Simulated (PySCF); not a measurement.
SMILES C[SiH](C)N[SiH](C)C (C4H15NSi2) at its GFN2-xTB optimised geometry (Å):

```
22

Si     0.5578    -0.1499     0.0000
C      2.4572    -0.1499     0.0000
C     -0.1241     1.6212     0.0000
N      0.0416    -0.9638     1.4448
Si    -1.5179    -0.9948     2.2083
C     -1.5089    -2.4285     3.4540
C     -2.8588    -1.2473     0.8893
H      0.0603    -0.8697    -1.1888
H      2.8588     0.3636     0.8685
H      2.8432     0.3485    -0.8828
H      2.8530    -1.1606     0.0021
H      0.2703     2.1992     0.8305
H     -1.2051     1.6155     0.0929
H      0.1268     2.1461    -0.9167
H      0.7562    -1.4968     1.9124
H     -1.7573     0.2778     2.9169
H     -0.7315    -2.2998     4.2005
H     -1.3424    -3.3840     2.9655
H     -2.4565    -2.4896     3.9786
H     -2.8086    -0.4678     0.1362
H     -3.8540    -1.2254     1.3227
H     -2.7408    -2.1992     0.3801
```

Method: B3LYP/def2-SVP run with PySCF. Cells within 0.4 Å of a nucleus heavier than hydrogen are left out (blank, or x).

Map of the HOMO amplitude (bohr^(-3/2)), clipped to [-0.25, 0.25] on the plane z = 1.5 Å; orbital energy -6.53 eV, overall sign arbitrary:

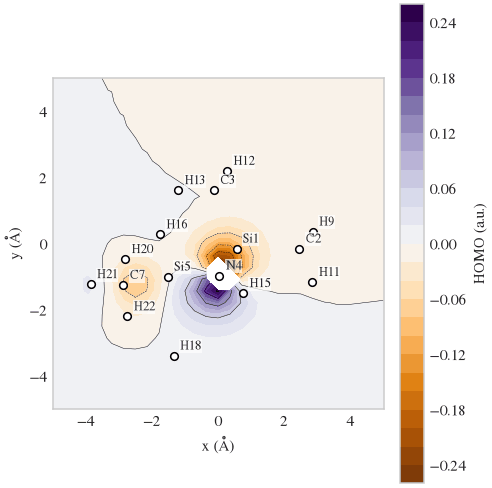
Figure. HOMO amplitude (bohr^(-3/2)), clipped to [-0.25, 0.25] on the plane z = 1.5 Å.
